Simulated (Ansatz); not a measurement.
One stationary structure of PbSe. Space group Fm-3m (No. 225), rock salt type. Computed with PBEsol (plane waves to 420 eV, PAW, scalar-relativistic; Ansatz, a first-principles code).

```cif
data_Pb4Se4
_chemical_formula_sum 'Pb4 Se4'
_space_group_name_H-M_alt 'Fm-3m'
_space_group_IT_number 225
_space_group_name_Hall '-F 4 2 3'
_cell_length_a 6.10160
_cell_length_b 6.10160
_cell_length_c 6.10160
_cell_angle_alpha 90.000
_cell_angle_beta 90.000
_cell_angle_gamma 90.000
loop_
_atom_site_label
_atom_site_type_symbol
_atom_site_symmetry_multiplicity
_atom_site_Wyckoff_symbol
_atom_site_fract_x
_atom_site_fract_y
_atom_site_fract_z
_atom_site_occupancy
Pb1 Pb 4 b 0.50000 0.50000 0.50000 1
Se1 Se 4 a 0.00000 0.00000 0.00000 1
```
(The calculation used a cell of 2 atoms; values per cell refer to that cell.)

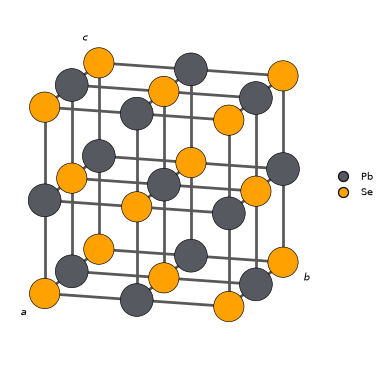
Figure: The conventional cell of the relaxed structure

For PbSe, the volume per atom is 28.39 Å³. The density is 8.37 g/cm³ and the band gap is 0.17 eV, direct at L (no spin-orbit coupling). The shortest distances comes out as Pb–Se 3.05 Å and the k-mesh is 9×9×9.

Band energies at high-symmetry points (eV from the VBM; labels of this space group; no spin-orbit coupling), from −5 eV up to 1.3 eV:

```tsv
point	energies
Γ	-1.93 -1.93 -1.93
X	-3.32 -3.32
U	-4.70 -2.80 -2.47
K	-4.70 -2.80 -2.47
L	-1.51 -1.51 0.00 0.17
W	-4.34 -4.34 -0.81
```

No spin polarisation in the result. Without spin-orbit coupling the bands of the heavy element are not split, so the gap can be far off.

The run could not lose the symmetry of its start.

All atoms sit on sites fixed by symmetry, so only the cell could relax.
